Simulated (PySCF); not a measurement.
# Single-point calculation of CH$_{6}$Ge$_{2}$

System: CH$_{6}$Ge$_{2}$, multiplicity 3, SMILES [CH2]1[GeH2][GeH2]1.
Method: BP86/def2-TZVP, UKS (PySCF 2.14.0).

The geometry is that of the parent species in another charge or spin state. The geometry comes from this level: PBE0-D4/def2-TZVP.

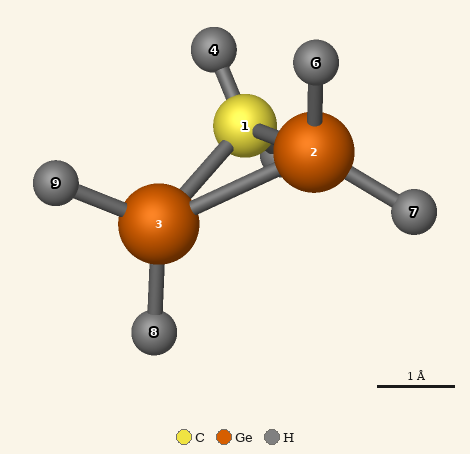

Fig. 1: The input geometry (ball-and-stick view, seen at a tilt; atoms are numbered from 1 in the order of the input). Sticks mark near contacts. Bond lengths as drawn: C–Ge 1.99 Å, C–H 1.09 Å, Ge–Ge 2.35 Å and Ge–H 1.53 Å.

### Key numbers

- outcome: converged
- total energy: −4196.082030 hartree
- basis functions: 163
- ⟨S²⟩: 2.003
- dipole moment: 0.75 D
- hardware: 1 thread of Arm Neoverse V2, 24 GiB of memory available, shared host
- wall time: 20 s
- peak memory: 1 GiB

The record of the run, not the program, notes: logged alpha LUMO and gap are faulty.

### Input file (calc.py)
```python
from pyscf import gto, dft

system = gto.Mole()
system.atom = '''
C   -0.673400   0.173500  -0.763800
Ge   1.068700   0.755400  -0.009100
Ge  -0.312200  -0.958100   0.827500
H   -1.497600   0.876400  -0.684600
H   -0.645700  -0.320800  -1.730500
H    1.087800   2.146400   0.627300
H    2.301600   0.440100  -0.858200
H   -0.012100  -2.431100   0.543500
H   -1.228500  -0.728200   2.030800
'''
system.basis = 'def2-tzvp'
system.spin = 2
system.max_memory = 1860
system.verbose = 4
system.build()

ks = dft.UKS(system, xc='bp86')
ks.grids.level = 1
ks.conv_tol = 1e-10
ks.kernel()
if not ks.converged:
    ks = ks.newton().run(ks.mo_coeff, ks.mo_occ)

e_tot = ks.e_tot
print('E(%s) = %.9f' % ('BP86', e_tot))
```

Command:
```bash
OMP_NUM_THREADS=1 python calc.py
```

### Output
```
PySCF version 2.14.0

[INPUT] num. atoms = 9
[INPUT] num. electrons = 76
[INPUT] charge = 0
[INPUT] spin (= nelec alpha-beta = 2S) = 2
[INPUT] symmetry False subgroup None
[INPUT] Mole.unit = angstrom
[INPUT] Symbol           X                Y                Z      unit          X                Y                Z       unit  Magmom
[INPUT]  1 C     -0.673400000000   0.173500000000  -0.763800000000 AA   -1.272541572282   0.327867482612  -1.443372813943 Bohr   0.0
[INPUT]  2 Ge     1.068700000000   0.755400000000  -0.009100000000 AA    2.019550309323   1.427499114496  -0.017196507734 Bohr   0.0
[INPUT]  3 Ge    -0.312200000000  -0.958100000000   0.827500000000 AA   -0.589972496089  -1.810546599946   1.563748368078 Bohr   0.0
[INPUT]  4 H     -1.497600000000   0.876400000000  -0.684600000000 AA   -2.830053844149   1.656155975569  -1.293706504877 Bohr   0.0
[INPUT]  5 H     -0.645700000000  -0.320800000000  -1.730500000000 AA   -1.220196158632  -0.606224140760  -3.270171058560 Bohr   0.0
[INPUT]  6 H      1.087800000000   2.146400000000   0.627300000000 AA    2.055644078302   4.056108153766   1.185425197940 Bohr   0.0
[INPUT]  7 H      2.301600000000   0.440100000000  -0.858200000000 AA    4.349393648299   0.831668467421  -1.621762960102 Bohr   0.0
[INPUT]  8 H     -0.012100000000  -2.431100000000   0.543500000000 AA   -0.022865686107  -4.594113181430   1.027066148701 Bohr   0.0
[INPUT]  9 H     -1.228500000000  -0.728200000000   2.030800000000 AA   -2.321528544028  -1.376098563908   3.837655813767 Bohr   0.0

nuclear repulsion = 434.64010504663
number of shells = 67
number of NR pGTOs = 294
number of NR cGTOs = 163
basis = def2-tzvp
ecp = {}

******** <class 'pyscf.dft.uks.UKS'> ********
method = UKS
initial guess = minao
damping factor = 0
level_shift factor = 0
DIIS = <class 'pyscf.scf.diis.CDIIS'>
diis_start_cycle = 1
diis_space = 8
diis_damp = 0
SCF conv_tol = 1e-10
SCF conv_tol_grad = None
SCF max_cycles = 50
direct_scf = True
direct_scf_tol = 1e-13
number electrons alpha = 39  beta = 37
XC library pyscf.dft.libxc version 7.0.0
    S. Lehtola, C. Steigemann, M. J.T. Oliveira, and M. A.L. Marques.,  SoftwareX 7, 1–5 (2018)
XC functionals = bp86
    A. D. Becke.,  Phys. Rev. A 38, 3098 (1988)
    J. P. Perdew.,  Phys. Rev. B 33, 8822 (1986)
radial grids:
    Treutler-Ahlrichs [JCP 102, 346 (1995); DOI:10.1063/1.469408] (M4) radial grids

becke partition: Becke, JCP 88, 2547 (1988); DOI:10.1063/1.454033
pruning grids: <function nwchem_prune>
grids dens level: 1
symmetrized grids: False
atomic radii adjust function: <function treutler_atomic_radii_adjust>
small_rho_cutoff = 0
Set gradient conv threshold to 1e-05
tot grids = 34848
init E= -4195.11810446977
  alpha nocc = 39  HOMO = -0.0658830690424229  LUMO = -0.0483937177140255
  beta  nocc = 37  HOMO = -0.306392440649276  LUMO = -0.24405893737686

WARN: HOMO -0.0658830690424229 >= LUMO -0.24405893737686

cycle= 1 E= -4195.94923751203  delta_E= -0.831  |g|= 0.874  |ddm|=  3.2
  alpha nocc = 39  HOMO = -0.0996341509587388  LUMO = -0.0210016455443996

WARN: beta  nocc = 37  HOMO -0.209449392080824 >= LUMO -0.208559668351022

WARN: HOMO -0.0996341509587388 >= LUMO -0.208559668351022

cycle= 2 E= -4195.65301044599  delta_E= 0.296  |g|=  1.3  |ddm|= 1.31
  alpha nocc = 39  HOMO = -0.0599628137703253  LUMO = -0.0212638978081664
  beta  nocc = 37  HOMO = -0.279957180193007  LUMO = -0.196855645515644

WARN: HOMO -0.0599628137703253 >= LUMO -0.196855645515644

cycle= 3 E= -4196.04827884061  delta_E= -0.395  |g|= 0.232  |ddm|= 1.41
  alpha nocc = 39  HOMO = -0.0705756795990986  LUMO = -0.0139978271980569
  beta  nocc = 37  HOMO = -0.252156312228209  LUMO = -0.197309437819861

WARN: HOMO -0.0705756795990986 >= LUMO -0.197309437819861

cycle= 4 E= -4196.08151737143  delta_E= -0.0332  |g|= 0.0343  |ddm|= 0.39
  alpha nocc = 39  HOMO = -0.0784884474912673  LUMO = -0.0192756577070753
  beta  nocc = 37  HOMO = -0.259644636718594  LUMO = -0.204872002864583

WARN: HOMO -0.0784884474912673 >= LUMO -0.204872002864583

cycle= 5 E= -4196.08177591177  delta_E= -0.000259  |g|= 0.02  |ddm|= 0.218
  alpha nocc = 39  HOMO = -0.0752811383837759  LUMO = -0.0171833601331157
  beta  nocc = 37  HOMO = -0.257014895550689  LUMO = -0.200356170210522

WARN: HOMO -0.0752811383837759 >= LUMO -0.200356170210522

cycle= 6 E= -4196.08202286019  delta_E= -0.000247  |g|= 0.00326  |ddm|= 0.0861
  alpha nocc = 39  HOMO = -0.0752635833024904  LUMO = -0.0171606352668222
  beta  nocc = 37  HOMO = -0.257111648628936  LUMO = -0.200454427987868

WARN: HOMO -0.0752635833024904 >= LUMO -0.200454427987868

cycle= 7 E= -4196.0820298462  delta_E= -6.99e-06  |g|= 0.000461  |ddm|= 0.00554
  alpha nocc = 39  HOMO = -0.0752554184174627  LUMO = -0.0171103680414286
  beta  nocc = 37  HOMO = -0.257052861933786  LUMO = -0.200299720428287

WARN: HOMO -0.0752554184174627 >= LUMO -0.200299720428287

cycle= 8 E= -4196.08203000096  delta_E= -1.55e-07  |g|= 0.000164  |ddm|= 0.00166
  alpha nocc = 39  HOMO = -0.0752718523722962  LUMO = -0.0171275333603261
  beta  nocc = 37  HOMO = -0.257083745919054  LUMO = -0.200316902966961

WARN: HOMO -0.0752718523722962 >= LUMO -0.200316902966961

cycle= 9 E= -4196.082030031  delta_E= -3e-08  |g|= 7.14e-05  |ddm|= 0.000846
  alpha nocc = 39  HOMO = -0.0752722650479818  LUMO = -0.0171255190128643
  beta  nocc = 37  HOMO = -0.257081870590412  LUMO = -0.200316013281249

WARN: HOMO -0.0752722650479818 >= LUMO -0.200316013281249

cycle= 10 E= -4196.08203003258  delta_E= -1.58e-09  |g|= 2.88e-05  |ddm|= 0.000156
  alpha nocc = 39  HOMO = -0.075271267698497  LUMO = -0.0171233380890227
  beta  nocc = 37  HOMO = -0.257079027388755  LUMO = -0.200313812535821

WARN: HOMO -0.075271267698497 >= LUMO -0.200313812535821

cycle= 11 E= -4196.08203003293  delta_E= -3.42e-10  |g|= 7.47e-06  |ddm|= 9.73e-05
  alpha nocc = 39  HOMO = -0.0752708166617282  LUMO = -0.0171234711722055
  beta  nocc = 37  HOMO = -0.257079429183822  LUMO = -0.200313351365654

WARN: HOMO -0.0752708166617282 >= LUMO -0.200313351365654

cycle= 12 E= -4196.08203003295  delta_E= -1.82e-11  |g|= 1.84e-06  |ddm|= 3.34e-05
  alpha nocc = 39  HOMO = -0.0752711321679911  LUMO = -0.0171234104136366
  beta  nocc = 37  HOMO = -0.25707925737041  LUMO = -0.200313786569062
```

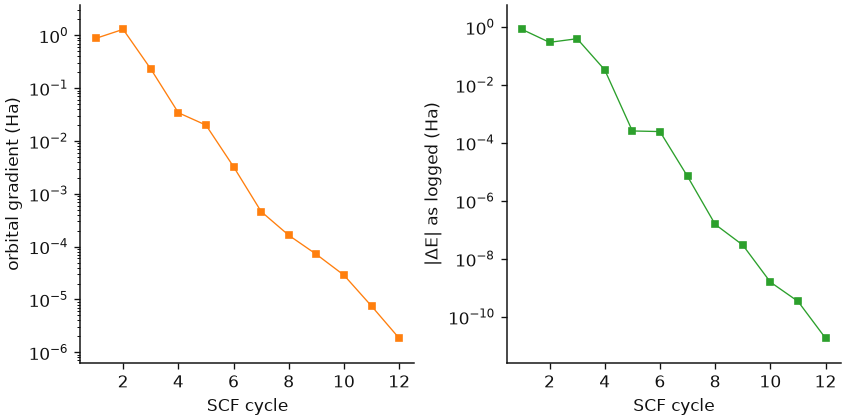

Fig. 2: Convergence of the self-consistent field: orbital gradient and size of the energy change against the SCF cycle. The residual falls almost steadily, with no more than small rises.

```
WARN: HOMO -0.0752711321679911 >= LUMO -0.200313786569062

Extra cycle  E= -4196.08203003295  delta_E= -1.82e-12  |g|= 1.83e-06  |ddm|= 1.45e-05
converged SCF energy = -4196.08203003295  <S^2> = 2.0031051  2S+1 = 3.0020693
E(BP86) = -4196.082030033
```
